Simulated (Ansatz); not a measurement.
# GeAsH2 (doublet): wave-function methods side by side, cc-pVTZ

How much of the correlation energy of GeAsH2 (doublet) does each wave-function method recover here?

Program: Ansatz 0.2.0, Gaussian basis. Level of theory: cc-pVTZ, core rule «outside noble gas», up to 28 orbitals frozen. These are calculated values, not measurements.

Plan: UHF; CCSD(T) on ROHF; CCSD(T) on UHF; BCCD(T) on ROHF; CCSDT(Q) on ROHF; CCSDT(Q) on UHF; CASSCF and MRCISD+Q, 11 electrons in 10 orbitals; CASSCF and NEVPT2, 11 electrons in 10 orbitals.

3 further runs of the same task are left out: 3 set aside as unsound or not needed.

## Step 1: What is computed

The geometry is a PBE0/def2-TZVP stationary point (not a proven minimum) of the parent state, kept for this charge and spin. No spin-orbit coupling is included. The filled d shell of Ge, As may be among the frozen orbitals whatever the setting's name suggests; the logs give the count.

4 atoms, charge 0, spin multiplicity 2.

Atoms are counted from 1 here; the program's logs count them from 0.

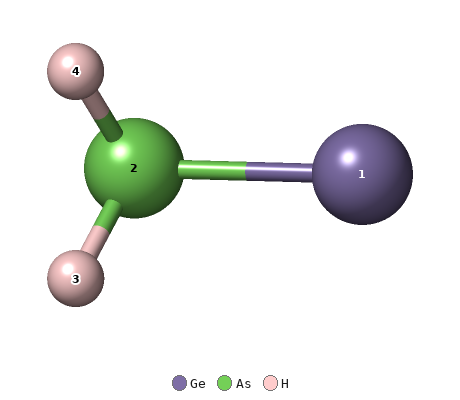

The structure; germanium purple, arsenic green, hydrogen pink; atoms are numbered from 1 in the order of the file.

In the tables R marks a restricted open-shell determinant and U an unrestricted one; 'valence' is the active space of 11 electrons in 10 orbitals; energies count from the table's Hartree-Fock row.

## Step 2: UHF

Contents of in.yaml:

```yaml
crystal:
  periodic: [false, false, false]
  atoms:
    - {symbol: Ge, position_ang: [0.023811, 0.000000, 1.308474]}
    - {symbol: As, position_ang: [-0.049053, 0.000000, -1.226664]}
    - {symbol: H, position_ang: [0.965114, 1.093504, -1.559579]}
    - {symbol: H, position_ang: [0.965111, -1.093507, -1.559579]}
basis:
  gaussian: {orbitals: cc-pVTZ}
magnetization: {spin_polarized: true, initial_magnetization: 1}
hamiltonian: {xc: hf}
output: {orbitals: {seedname: orbitals}}
```

Command:

```bash
$ ansatz run in.yaml --threads 1 --pin off --events-out ev --progress --plain --max-ram 4096MiB --backend cpu
```

Standard output:

```text
Functional definition: HF
  name "HF"
  cite "Fock, Z. Phys. 61, 126 (1930) doi:10.1007/BF01340294"
  parent pbe
  exchange = exact_x
  correlation = 0
723 factors; integrals over basis functions are off by at most 7.1e-4 eV
mean field evaluation 1: about -117301.3412 eV, gradient 8.1e0 eV
mean field evaluation 2: about -117301.3434 eV, gradient 8.1e0 eV
mean field evaluation 4: about -117302.3256 eV, gradient 1.8e0 eV
mean field evaluation 8: about -117302.3749 eV, gradient 5.3e-2 eV
mean field evaluation 16: about -117302.3749 eV, gradient 9.7e-6 eV
mean field evaluation 32: about -117302.1528 eV, gradient 3.0e0 eV
mean field evaluation 64: about -117301.9369 eV, gradient 2.1e0 eV
mean field evaluation 96: about -117302.3717 eV, gradient 2.0e-1 eV
mean field -117302.37490497 eV, -4310.7827673524 hartree, gradient 9.7e-6 eV, S^2 0.781611; 3 other end points of the search recorded, 0 dependent functions left out
reference -117302.37490497 eV, -4310.7827673524 hartree; 34, 33 occupied and 80, 81 virtual orbitals, 723 factors
Total energy: -117302.37490497 eV, -4310.7827673524 hartree
```

It took 13 s on 1 thread of AMD EPYC 7R13, shared host; peak memory 0.28 GiB.

From the report: ⟨S²⟩ of the determinant 0.782 (pure doublet: 0.75).

## Step 3: CCSD(T) on ROHF

Changes to in.yaml since step 2:

```diff
@@ -9,4 +9,3 @@
   gaussian: {orbitals: cc-pVTZ}
-magnetization: {spin_polarized: true, initial_magnetization: 1}
-hamiltonian: {xc: hf}
-output: {orbitals: {seedname: orbitals}}
+magnetization: {spin_polarized: false, initial_magnetization: 1}
+correlation: {method: ccsd_t, electrons: outside_noble_gas}
```

Command:

```bash
$ ansatz run in.yaml --threads 2 --pin off --events-out ev --progress --plain --max-ram 24576MiB --backend cuda --devices 0, --max-vram 18GiB
```

Standard output, shortened:

```text
Functional definition: HF
  name "HF"
  cite "Fock, Z. Phys. 61, 126 (1930) doi:10.1007/BF01340294"
  parent pbe
[...]
723 factors; integrals over basis functions are off by at most 7.1e-4 eV
[...]
mean field -117302.26328862 eV, -4310.7786655271 hartree, gradient 5.4e-6 eV, S^2 0.750000; 8 other end points of the search recorded, 0 dependent functions left out
[...]
determinant -117302.26328862 eV, -4310.7786655271 hartree, with singles and doubles -117309.20505346 eV, -4311.0337706797 hartree
determinant -117302.03542726 eV, -4310.7702917764 hartree, with singles and doubles -117308.95803759 eV, -4311.0246930138 hartree
determinant -117299.66757188 eV, -4310.6832746964 hartree, with singles and doubles -117306.72882836 eV, -4310.9427710855 hartree
determinant -117299.20854318 eV, -4310.6664057027 hartree, with singles and doubles -117306.28965055 eV, -4310.9266315988 hartree
determinant -117302.26328862 eV, -4310.7786655271 hartree, with singles and doubles -117309.09741480 eV, -4311.0298150319 hartree
determinant -117302.03542726 eV, -4310.7702917764 hartree, with singles and doubles -117308.85040364 eV, -4311.0207375392 hartree
[...]
28 core orbitals not correlated: weight in the atoms' cores, before any rotation towards them, 1.000 or more for the frozen orbitals, at most 0.000 for the correlated occupied ones
reference -117302.26328862 eV, -4310.7786655271 hartree; 6, 5 occupied and 80, 81 virtual orbitals, 723 factors
second order -5.81675140 eV of doubles, -0.06119809 eV of singles
cycle   1  -6.83412497 eV  change    1.2e-6 eV  update   3.2e-6
perturbative correction -0.29596304 eV, -0.0108764411 hartree
Total energy: -117309.39337663 eV, -4311.0406914285 hartree
```

It took 18 s on 1 × H100 (card shared with other runs) with 2 threads of AMD EPYC 7R13, shared host; peak host memory 0.8 GiB.

From the report: correlation -7.1301 eV; T1 0.023; largest double amplitude 0.06.

## Step 4: CCSD(T) on UHF

Changes to in.yaml since step 3:

```diff
@@ -9,3 +9,3 @@
   gaussian: {orbitals: cc-pVTZ}
-magnetization: {spin_polarized: false, initial_magnetization: 1}
+magnetization: {spin_polarized: true, initial_magnetization: 1}
 correlation: {method: ccsd_t, electrons: outside_noble_gas}
```

Launched as before.

Standard output, shortened:

```text
Functional definition: HF
  name "HF"
  cite "Fock, Z. Phys. 61, 126 (1930) doi:10.1007/BF01340294"
  parent pbe
[...]
723 factors; integrals over basis functions are off by at most 7.1e-4 eV
[...]
mean field -117302.37490497 eV, -4310.7827673524 hartree, gradient 2.3e-6 eV, S^2 0.781611; 14 other end points of the search recorded, 0 dependent functions left out
determinant -117302.37490497 eV, -4310.7827673524 hartree, with singles and doubles -117309.20688431 eV, -4311.0338379620 hartree
determinant -117302.14543288 eV, -4310.7743344084 hartree, with singles and doubles -117308.96310862 eV, -4311.0248793707 hartree
determinant -117300.96636256 eV, -4310.7310043733 hartree, with singles and doubles -117307.31818434 eV, -4310.9644295183 hartree
determinant -117300.93943786 eV, -4310.7300149090 hartree, with singles and doubles -117307.29915492 eV, -4310.9637302002 hartree
[...]
determinant -117299.89343565 eV, -4310.6915750368 hartree, with singles and doubles -117306.73387894 eV, -4310.9429566910 hartree
determinant -117299.46418183 eV, -4310.6758002498 hartree, with singles and doubles -117306.34124231 eV, -4310.9285275609 hartree
determinant -117302.37490497 eV, -4310.7827673524 hartree, with singles and doubles -117309.10404598 eV, -4311.0300587232 hartree
determinant -117302.14543288 eV, -4310.7743344084 hartree, with singles and doubles -117308.85733425 eV, -4311.0209922341 hartree
28 core orbitals not correlated: weight in the atoms' cores, before any rotation towards them, 1.000 or more for the frozen orbitals, at most 0.000 for the correlated occupied ones
reference -117302.37490497 eV, -4310.7827673524 hartree; 6, 5 occupied and 80, 81 virtual orbitals, 723 factors
second order -5.74674589 eV of doubles, -0.00000000 eV of singles
cycle   1  -6.72913936 eV  change    1.7e-6 eV  update   2.9e-6
perturbative correction -0.29216418 eV, -0.0107368355 hartree
Total energy: -117309.39620851 eV, -4311.0407954980 hartree
```

It took 19 s on 1 × H100 (card shared with other runs) with 2 threads of AMD EPYC 7R13, shared host; peak host memory 0.8 GiB.

From the report: ⟨S²⟩ of the determinant 0.782 (pure doublet: 0.75); correlation -7.0213 eV; T1 0.024; largest double amplitude 0.06.

## Step 5: BCCD(T) on ROHF

Changes to in.yaml since step 4:

```diff
@@ -9,3 +9,3 @@
   gaussian: {orbitals: cc-pVTZ}
-magnetization: {spin_polarized: true, initial_magnetization: 1}
-correlation: {method: ccsd_t, electrons: outside_noble_gas}
+magnetization: {spin_polarized: false, initial_magnetization: 1}
+correlation: {method: bccd_t, electrons: outside_noble_gas}
```

Launched as before.

Standard output, shortened:

```text
Functional definition: HF
  name "HF"
  cite "Fock, Z. Phys. 61, 126 (1930) doi:10.1007/BF01340294"
  parent pbe
[...]
723 factors; integrals over basis functions are off by at most 7.1e-4 eV
[...]
mean field -117302.26328862 eV, -4310.7786655271 hartree, gradient 5.4e-6 eV, S^2 0.750000; 8 other end points of the search recorded, 0 dependent functions left out
[...]
determinant -117302.26328862 eV, -4310.7786655271 hartree, with singles and doubles -117309.20505346 eV, -4311.0337706797 hartree
determinant -117302.03542726 eV, -4310.7702917764 hartree, with singles and doubles -117308.95803759 eV, -4311.0246930138 hartree
determinant -117299.66757188 eV, -4310.6832746964 hartree, with singles and doubles -117306.72882836 eV, -4310.9427710855 hartree
determinant -117299.20854318 eV, -4310.6664057027 hartree, with singles and doubles -117306.28965055 eV, -4310.9266315988 hartree
determinant -117302.26328862 eV, -4310.7786655271 hartree, with singles and doubles -117309.09741480 eV, -4311.0298150319 hartree
determinant -117302.03542726 eV, -4310.7702917764 hartree, with singles and doubles -117308.85040364 eV, -4311.0207375392 hartree
[...]
28 core orbitals not correlated: weight in the atoms' cores, before any rotation towards them, 1.000 or more for the frozen orbitals, at most 0.000 for the correlated occupied ones
reference -117302.26328862 eV, -4310.7786655271 hartree; 6, 5 occupied and 80, 81 virtual orbitals, 723 factors
second order -5.81675140 eV of doubles, -0.06119809 eV of singles
cycle   1  -6.82668444 eV  change    7.4e-3 eV  update   6.1e-3
[...]
cycle  11  -6.82476508 eV  change   -1.7e-6 eV  update   5.9e-6
perturbative correction -0.30646336 eV, -0.0112623209 hartree
Total energy: -117309.39451707 eV, -4311.0407333388 hartree
```

Wall time 14 s (1 × H100 (card shared with other runs) with 2 threads of AMD EPYC 7R13, shared host); peak host memory 0.8 GiB.

From the report: correlation -7.1312 eV; largest double amplitude 0.06.

## Step 6: CCSDT(Q) on ROHF

Changes to in.yaml since step 5:

```diff
@@ -10,2 +10,2 @@
 magnetization: {spin_polarized: false, initial_magnetization: 1}
-correlation: {method: bccd_t, electrons: outside_noble_gas}
+correlation: {method: ccsdt_q, electrons: outside_noble_gas}
```

The command is unchanged.

Standard output, shortened:

```text
Functional definition: HF
  name "HF"
  cite "Fock, Z. Phys. 61, 126 (1930) doi:10.1007/BF01340294"
  parent pbe
[...]
1331 factors; integrals over basis functions are off by at most 1.8e-7 eV
[...]
mean field -117302.26331552 eV, -4310.7786665155 hartree, gradient 2.1e-6 eV, S^2 0.750000; 8 other end points of the search recorded, 0 dependent functions left out
[...]
determinant -117302.26331552 eV, -4310.7786665155 hartree, with singles and doubles -117309.20510146 eV, -4311.0337724437 hartree
determinant -117302.03545475 eV, -4310.7702927868 hartree, with singles and doubles -117308.95808675 eV, -4311.0246948202 hartree
determinant -117299.66760228 eV, -4310.6832758134 hartree, with singles and doubles -117306.72889387 eV, -4310.9427734929 hartree
determinant -117299.20857287 eV, -4310.6664067937 hartree, with singles and doubles -117306.28971155 eV, -4310.9266338405 hartree
determinant -117302.26331552 eV, -4310.7786665155 hartree, with singles and doubles -117309.09742901 eV, -4311.0298155542 hartree
determinant -117302.03545475 eV, -4310.7702927868 hartree, with singles and doubles -117308.85041875 eV, -4311.0207380943 hartree
[...]
28 core orbitals not correlated: weight in the atoms' cores, before any rotation towards them, 1.000 or more for the frozen orbitals, at most 0.000 for the correlated occupied ones
reference -117302.26331552 eV, -4310.7786665155 hartree; 6, 5 occupied and 80, 81 virtual orbitals, 1331 factors
second order -5.81678455 eV of doubles, -0.06119807 eV of singles
cycle   1  -6.53611614 eV  change   -6.6e-1 eV  update   9.3e-2
[...]
cycle  23  -7.16804188 eV  change    2.4e-7 eV  update   9.1e-7
perturbative correction -0.01647643 eV, -0.0006054976 hartree
Total energy: -117309.44783383 eV, -4311.0426926936 hartree
```

Wall time 41 s (1 × H100 (card shared with other runs) with 2 threads of AMD EPYC 7R13, shared host); peak host memory 1.2 GiB.

From the report: correlation -7.1845 eV; T1 0.025; largest double amplitude 0.06.

## Step 7: CCSDT(Q) on UHF

Changes to in.yaml since step 6:

```diff
@@ -9,3 +9,3 @@
   gaussian: {orbitals: cc-pVTZ}
-magnetization: {spin_polarized: false, initial_magnetization: 1}
+magnetization: {spin_polarized: true, initial_magnetization: 1}
 correlation: {method: ccsdt_q, electrons: outside_noble_gas}
```

Same command.

Standard output, shortened:

```text
Functional definition: HF
  name "HF"
  cite "Fock, Z. Phys. 61, 126 (1930) doi:10.1007/BF01340294"
  parent pbe
[...]
1331 factors; integrals over basis functions are off by at most 1.8e-7 eV
[...]
mean field -117302.37493204 eV, -4310.7827683469 hartree, gradient 2.7e-6 eV, S^2 0.781613; 14 other end points of the search recorded, 0 dependent functions left out
determinant -117302.37493204 eV, -4310.7827683469 hartree, with singles and doubles -117309.20693292 eV, -4311.0338397485 hartree
determinant -117302.14546038 eV, -4310.7743354190 hartree, with singles and doubles -117308.96315795 eV, -4311.0248811835 hartree
determinant -117300.96639975 eV, -4310.7310057399 hartree, with singles and doubles -117307.31823285 eV, -4310.9644313011 hartree
determinant -117300.93947476 eV, -4310.7300162649 hartree, with singles and doubles -117307.29920334 eV, -4310.9637319794 hartree
[...]
determinant -117299.46421418 eV, -4310.6758014385 hartree, with singles and doubles -117306.34124741 eV, -4310.9285277483 hartree
determinant -117302.37493204 eV, -4310.7827683469 hartree, with singles and doubles -117309.10406016 eV, -4311.0300592444 hartree
determinant -117302.14546038 eV, -4310.7743354190 hartree, with singles and doubles -117308.85734917 eV, -4311.0209927828 hartree
28 core orbitals not correlated: weight in the atoms' cores, before any rotation towards them, 1.000 or more for the frozen orbitals, at most 0.000 for the correlated occupied ones
reference -117302.37493204 eV, -4310.7827683469 hartree; 6, 5 occupied and 80, 81 virtual orbitals, 1331 factors
second order -5.74677778 eV of doubles, -0.00000000 eV of singles
cycle   1  -6.40974117 eV  change   -6.6e-1 eV  update   9.4e-2
[...]
cycle  23  -7.06004724 eV  change    4.2e-8 eV  update   1.2e-6
perturbative correction -0.01743462 eV, -0.0006407104 hartree
Total energy: -117309.45241389 eV, -4311.0428610078 hartree
```

Run time: 42 s. Hardware: 1 × H100 (card shared with other runs) with 2 threads of AMD EPYC 7R13, shared host; peak host memory 1.1 GiB.

From the report: ⟨S²⟩ of the determinant 0.782 (pure doublet: 0.75); correlation -7.0775 eV; T1 0.026; largest double amplitude 0.06.

## Step 8: CASSCF and MRCISD+Q, 11 electrons in 10 orbitals

Changes to in.yaml since step 7:

```diff
@@ -9,3 +9,3 @@
   gaussian: {orbitals: cc-pVTZ}
-magnetization: {spin_polarized: true, initial_magnetization: 1}
-correlation: {method: ccsdt_q, electrons: outside_noble_gas}
+magnetization: {spin_polarized: false, initial_magnetization: 1}
+correlation: {method: fic_mrcisd_q, electrons: outside_noble_gas, active_space: {window: {electrons: 11, orbitals: 10}, shells: [{species: As, l: s, shell: 4}, {species: As, l: p, shell: 4}, {species: Ge, l: s, shell: 4}, {species: Ge, l: p, shell: 4}, {species: H, l: s, shell: 1}]}}
```

Launched as before.

Standard output, shortened:

```text
Functional definition: HF
  name "HF"
  cite "Fock, Z. Phys. 61, 126 (1930) doi:10.1007/BF01340294"
  parent pbe
[...]
1331 factors; integrals over basis functions are off by at most 1.8e-7 eV
[...]
mean field -117302.26331552 eV, -4310.7786665155 hartree, gradient 2.1e-6 eV, S^2 0.750000; 6 other end points of the search recorded, 0 dependent functions left out
reference -117302.26331552 eV, -4310.7786665155 hartree; 34, 33 occupied and 80, 81 virtual orbitals, 1331 factors
state -117304.11281873 eV, -4310.8466345047 hartree
contracted CI cycle   1: correlation 0.00000000 eV, 0.0000000000 hartree, residual 1.77e1 eV
contracted CI cycle   2: correlation -4.58667248 eV, -0.1685571047 hartree, residual 3.59e0 eV
contracted CI cycle   3: correlation -4.78033693 eV, -0.1756741420 hartree, residual 8.13e-1 eV
contracted CI cycle   4: correlation -4.78959964 eV, -0.1760145402 hartree, residual 1.98e-1 eV
contracted CI cycle   5: correlation -4.79015100 eV, -0.1760348024 hartree, residual 5.00e-2 eV
contracted CI cycle   6: correlation -4.79018490 eV, -0.1760360481 hartree, residual 1.26e-2 eV
contracted CI cycle   7: correlation -4.79018705 eV, -0.1760361271 hartree, residual 3.20e-3 eV
contracted CI cycle   8: correlation -4.79018718 eV, -0.1760361320 hartree, residual 8.05e-4 eV
state -117304.11281873 eV, -4310.8466345047 hartree; corrected -117309.36299093 eV, -4311.0395747744 hartree
Total energy: -117309.36299093 eV, -4311.0395747744 hartree
Checks for a lower state left out: starts, orbital_swaps
```

It took 11 s on 1 × H100 (card shared with other runs) with 2 threads of AMD EPYC 7R13, shared host; peak host memory 0.92 GiB.

From the report: 26,460 determinants; active occupations 1.99, 1.97, 1.97, 1.97, 1.94, 1.00, 0.06, 0.04, 0.03, 0.03.

## Step 9: CASSCF and NEVPT2, 11 electrons in 10 orbitals

Contents of in.yaml:

```yaml
crystal:
  periodic: [false, false, false]
  atoms:
    - {symbol: Ge, position_ang: [0.023811, 0.000000, 1.308474]}
    - {symbol: As, position_ang: [-0.049053, 0.000000, -1.226664]}
    - {symbol: H, position_ang: [0.965114, 1.093504, -1.559579]}
    - {symbol: H, position_ang: [0.965111, -1.093507, -1.559579]}
basis:
  gaussian: {orbitals: cc-pVTZ}
magnetization: {spin_polarized: false, initial_magnetization: 1}
correlation: {method: sc_nevpt2, electrons: outside_noble_gas, active_space: {window: {electrons: 11, orbitals: 10}, shells: [{species: As, l: s, shell: 4}, {species: As, l: p, shell: 4}, {species: Ge, l: s, shell: 4}, {species: Ge, l: p, shell: 4}, {species: H, l: s, shell: 1}]}}
```

The command is unchanged.

Standard output:

```text
Functional definition: HF
  name "HF"
  cite "Fock, Z. Phys. 61, 126 (1930) doi:10.1007/BF01340294"
  parent pbe
  exchange = exact_x
  correlation = 0
1331 factors; integrals over basis functions are off by at most 1.8e-7 eV
mean field evaluation 1: about -117301.3375 eV, gradient 1.0e1 eV
mean field evaluation 2: about -117301.3414 eV, gradient 1.0e1 eV
mean field evaluation 4: about -117302.2318 eV, gradient 2.1e0 eV
mean field evaluation 8: about -117302.2633 eV, gradient 1.7e-3 eV
mean field evaluation 16: about -117302.0348 eV, gradient 3.9e-1 eV
mean field evaluation 32: about -117302.1402 eV, gradient 1.8e0 eV
mean field -117302.26331552 eV, -4310.7786665155 hartree, gradient 2.1e-6 eV, S^2 0.750000; 6 other end points of the search recorded, 0 dependent functions left out
reference -117302.26331552 eV, -4310.7786665155 hartree; 34, 33 occupied and 80, 81 virtual orbitals, 1331 factors
state -117304.11281873 eV, -4310.8466345047 hartree
state -117304.11281873 eV, -4310.8466345047 hartree; corrected -117308.20914970 eV, -4310.9971718916 hartree
Total energy: -117308.20914970 eV, -4310.9971718916 hartree
Checks for a lower state left out: starts, orbital_swaps
```

It took 29 s on 1 × H100 (card shared with other runs) with 2 threads of AMD EPYC 7R13, shared host; peak host memory 0.86 GiB.

From the report: 26,460 determinants; active occupations 1.99, 1.97, 1.97, 1.97, 1.94, 1.00, 0.06, 0.04, 0.03, 0.03.

## Step 10: Natural occupations

Natural occupations of the CASSCF valence state about the gap (report; correlated orbitals 2 to 10): 1.972, 1.968, 1.966, 1.937, 1.001, 0.060, 0.042, 0.034, 0.028. The count of effectively unpaired electrons, Σ n²(2 − n)², is 1.05; a single determinant of this spin has 1.

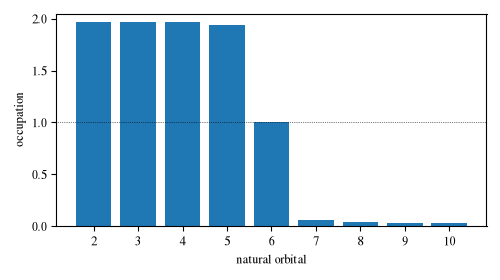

Natural occupations of the CASSCF valence state.

## Step 11: All levels against the top one

The yardstick is UCCSDT(Q), where the cluster series has nearly closed. Rows without a time come out of other runs: HF, MP2 and CCSD of CCSD(T), CCSDT of CCSDT(Q), CASSCF and MRCISD of the multireference runs.

Differences are taken before rounding.

```csv
method,energy from the lowest ROHF (meV),from UCCSDT(Q) (meV),time
ROHF,0.0,+7189.1,
UHF,-111.6,+7077.5,
RMP2,-5877.9,+1311.2,
UMP2,-5858.4,+1330.8,
RCCSD,-6834.1,+355.0,
UCCSD,-6840.8,+348.4,
RCCSD(T),-7130.1,+59.0,18 s
UCCSD(T),-7132.9,+56.2,19 s
BCCD(T),-7131.2,+57.9,14 s
RCCSDT,-7168.1,+21.1,
UCCSDT,-7171.7,+17.4,
RCCSDT(Q),-7184.5,+4.6,41 s
UCCSDT(Q),-7189.1,0,42 s
CASSCF valence,-1849.5,+5339.6,
NEVPT2 valence,-5945.9,+1243.3,29 s
MRCISD valence,-6639.7,+549.4,
MRCISD+Q valence,-7099.7,+89.4,11 s
```

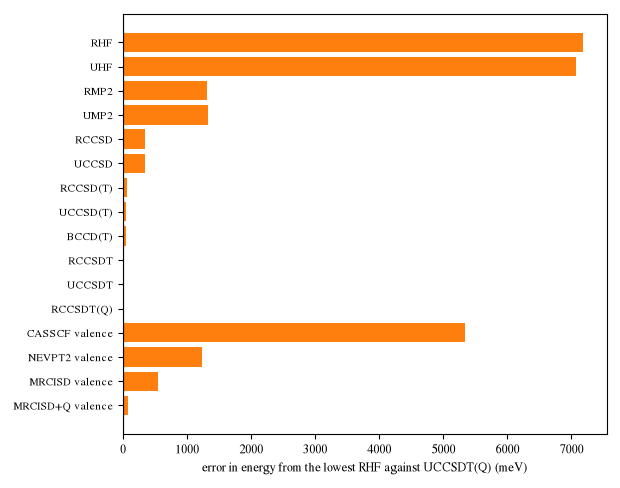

Error of each method against UCCSDT(Q).

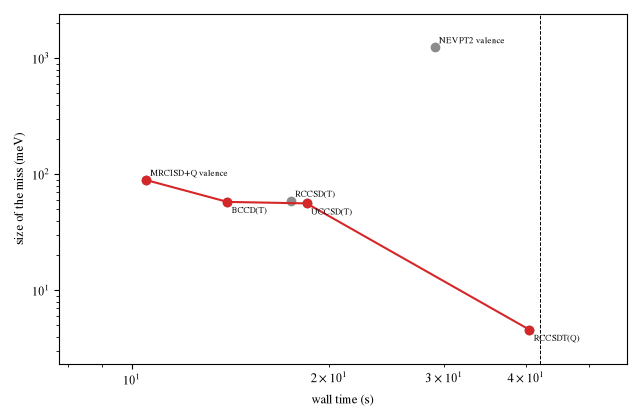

Accuracy for the time spent; red marks the levels that beat every quicker one drawn (of those quicker than the yardstick), and the dashed line is the time of UCCSDT(Q). Times are from a shared host.

## Step 12: Results

| quantity | value |
| --- | --- |
| UCCSDT(Q) from the ROHF energy | -7.1891 eV |
| RMP2 from UCCSDT(Q) | +1311.2 meV |
| UMP2 from UCCSDT(Q) | +1330.8 meV |
| RCCSD from UCCSDT(Q) | +355.0 meV |
| RCCSD(T) from UCCSDT(Q) | +59.0 meV |
| UCCSD(T) from UCCSDT(Q) | +56.2 meV |
| RCCSDT(Q) from UCCSDT(Q) | +4.6 meV |
| NEVPT2 valence from UCCSDT(Q) | +1243.3 meV |
| MRCISD+Q valence from UCCSDT(Q) | +89.4 meV |
| levels within 1 kcal/mol (43 meV) | RCCSDT, UCCSDT, RCCSDT(Q) |
| T1 diagnostic | 0.023 |
| effectively unpaired electrons | 1.05 |

In words: RCCSD(T) misses by +59.0 meV, 0.8 % of the correlation energy. One determinant dominates. Of the multireference levels listed MRCISD+Q valence comes nearest in total energy (+89.4 meV), which doesn't show that its space is the better one. These misses are within one basis, not against nature; the frozen cores of restricted and unrestricted runs differ, which can shift their rows.

RCCSDT(Q) reaches 4.6 meV from the reference in 41 s, where UCCSDT(Q) took 42 s; the quickest level in the cost chart, MRCISD+Q valence, takes 11 s and misses by 89.4 meV.
